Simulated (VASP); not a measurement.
Band structure of GaSb (relaxed from the CsCl structure, space group Pm-3m). Calculation: r2SCAN meta-GGA, VASP's PBE PAW potentials (set 64) (plane waves; VASP).

Unless said otherwise, spin-orbit coupling is left out, though it shifts the bands of the heavy elements here.

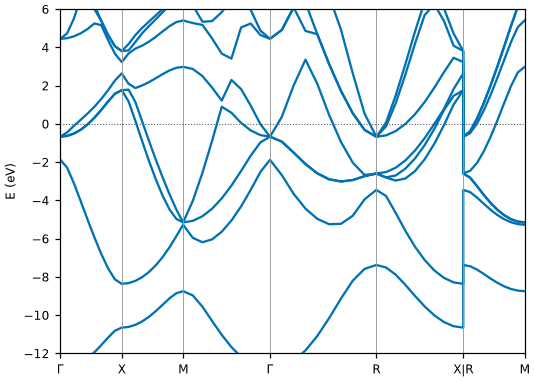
Bands along high-symmetry lines, zero at the valence-band maximum or, without a gap, the Fermi level

Question: Read the plot: is there a gap, and where are the band edges?

Answer: It has no gap at this level: it comes out as a metal or semimetal.

The structure was generated: GaSb was put into the CsCl type (Pm-3m), which need not be its known phase. It was relaxed first, which changed the volume by +24 %.
